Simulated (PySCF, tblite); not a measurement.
# C₅H₁₁OSi radical: geometry, infrared bands and EPR parameters

What infrared bands and EPR parameters should C₅H₁₁OSi radical (`C=C([CH]C)CO[SiH3]`) show?

Programs: tblite 0.8.0 and PySCF 2.14.0, with density-fitted response routines of our own. Each step states its level of theory. These are calculated values for one molecule in the gas phase, unless marked as measured. Atoms count from 0, in the outputs and in this text.

### 1 Starting geometry

18 atoms, charge 0, multiplicity 2; geometry from: force field or distance geometry start.

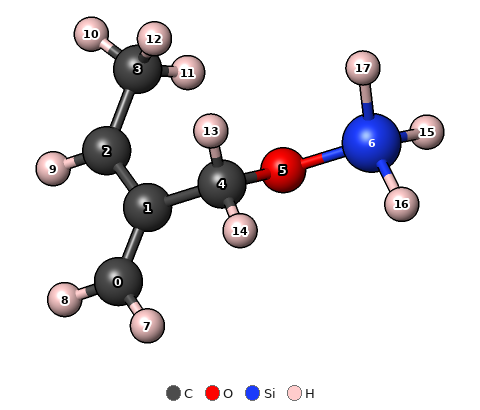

The starting geometry (carbon dark grey, oxygen red, silicon blue, hydrogen pink), atoms numbered.

### 2 Relaxing the molecule with GFN2-xTB

The job: settings as JSON, then the geometry in Å.

```
{"job": {"kind": "relax", "xc": "GFN2-xTB", "basis": "xTB"}, "charge": 0, "multiplicity": 2}
C     -0.703000    -2.399800     0.406300
C     -0.673400    -1.056600     0.254800
C     -1.790900    -0.382500    -0.332700
C     -1.809700     1.086200    -0.653500
C      0.525300    -0.263900     0.753400
O      1.200800     0.279600    -0.383400
Si     2.557500     1.208900    -0.110600
H      0.118800    -2.941100     0.856600
H     -1.556000    -2.988900     0.075600
H     -2.645300    -0.970800    -0.683300
H     -2.824900     1.388400    -0.921800
H     -1.155300     1.297600    -1.488800
H     -1.511500     1.679900     0.227900
H      0.191600     0.533200     1.419900
H      1.206200    -0.901200     1.315400
H      3.121900     1.666500    -1.384600
H      3.559700     0.401000     0.633500
H      2.179500     2.370000     0.723800
```

Command:

```
$ OMP_NUM_THREADS=1 python probes_run.py task.json out
```

One launch serves the whole session: the jobs run in the order shown.

**Question.** This job is followed by: GFN2-xTB harmonic vibrations, gas phase; UKS B3LYP, pcH-1 on C H O Si, non-relativistic, mean-field spin-orbit, GIAO. Predict these results of the whole session: strongest single infrared mode (GFN2-xTB); zero-point energy (GFN2-xTB); g(iso) (B3LYP); ⟨S²⟩; largest a(iso) (averaged by class); potential on the surface of density 0.002 e/bohr³, 1st and 99th percentile.

As calculated:

```
                                                                  quantity                  value
                                 strongest single infrared mode (GFN2-xTB)  2198 cm⁻¹, 387 km/mol
                                              zero-point energy (GFN2-xTB)          87.2 kcal/mol
                                                            g(iso) (B3LYP)                2.00265
                                                                      ⟨S²⟩     0.777 (exact 0.75)
                                        largest a(iso) (averaged by class)    13C on C2, 59.7 MHz
potential on the surface of density 0.002 e/bohr³, 1st and 99th percentile     -1.24 V and 1.34 V
```

In words: Over 93 steps the energy fell by 0.236 eV; of the close pairs, O5–Si6 changed most, 1.667 to 1.615 Å. The lowest mode is imaginary (41i cm⁻¹), so the xTB geometry is not a minimum: the zero-point energy counts the real modes alone, and all values at this geometry belong to a saddle point. The strongest single mode, at 2198 cm⁻¹, moves mainly H17. Unscaled tight-binding wavenumbers are off by several per cent, some by more. Its intensities can rank the bands wrongly. The largest spin populations lie on C2 (0.69 e), C0 (0.65 e). The isotropic g lies 0.3 ppt above the free-electron value. These values are for one conformer; the search (at its own cheap level) found 2 more, at 0.00, 0.32 kcal/mol (those within 0.05 may be mirror or relabelled copies), and measured spectra average over such forms.
